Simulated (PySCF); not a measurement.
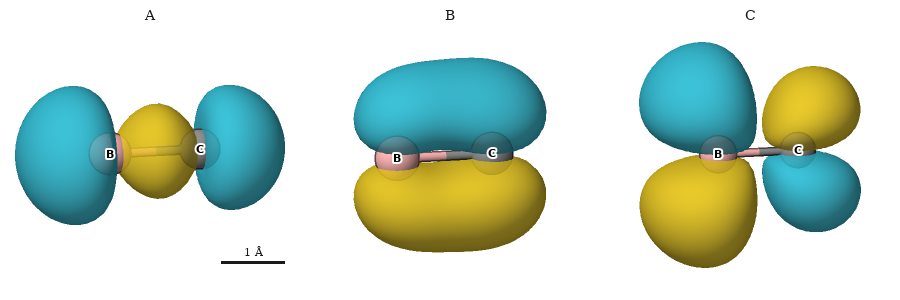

Figure. BC (quartet). Three frontier α-spin orbitals, each drawn at the value that holds 80 % of its norm (yellow and cyan are the two phases), in no order; of a degenerate pair one member is drawn.

Computed with PySCF 2.14.0, PBE0/cc-pVDZ(-PP), non-relativistic Hamiltonian with scalar-relativistic core potentials where named, at a bond length of 1.495 Å.

Label each orbital by symmetry, say whether it is occupied, and order them by energy.

Orbital B: π, occupied in this spin, −8.63 eV; bonding, with no node between the atoms.
Orbital A: σ, occupied in this spin, −8.08 eV; shared between the atoms (B 50 %, C 50 %).
Orbital C: π, empty in this spin, −1.06 eV; antibonding, with a node between the atoms.
